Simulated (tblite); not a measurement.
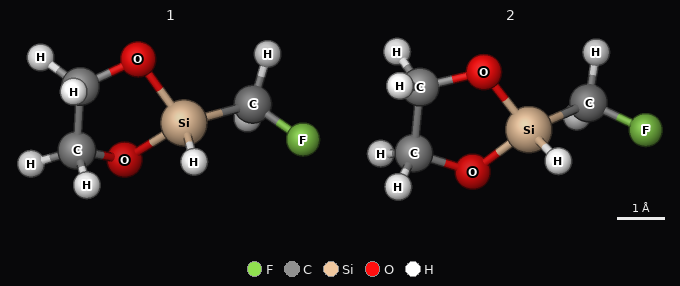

Two geometries of C3H7FO2Si, drawn at one scale. One is the start of a relaxation, the other its converged end. A ball-and-stick model, seen at a tilt.

Level of theory: GFN2-xTB geometry optimisation, gas phase in tblite 0.8.0. 

Q: Which one is relaxed?

A: Structure 2 is the relaxed one. An H atom moves most after the best rigid fit: 0.61 Å. By element the largest moves are H 0.61 Å, O 0.55 Å, F 0.36 Å, Si 0.28 Å, C 0.12 Å. Some distances before and after: O–Si 1.742 → 1.638 Å, C–Si 1.822 → 1.904 Å, C–C 1.486 → 1.548 Å, C–O 1.371 → 1.399 Å. Bond angles that change, for instance: Si–O–C 97.0° → 111.3°, Si–O–C 102.1° → 112.2°, O–C–H 114.6° → 108.1°. Over 51 geometry steps the energy falls by 18.9 kcal/mol. The run took 0.47 s on 1 thread of Arm Neoverse N1, with other jobs on the host.
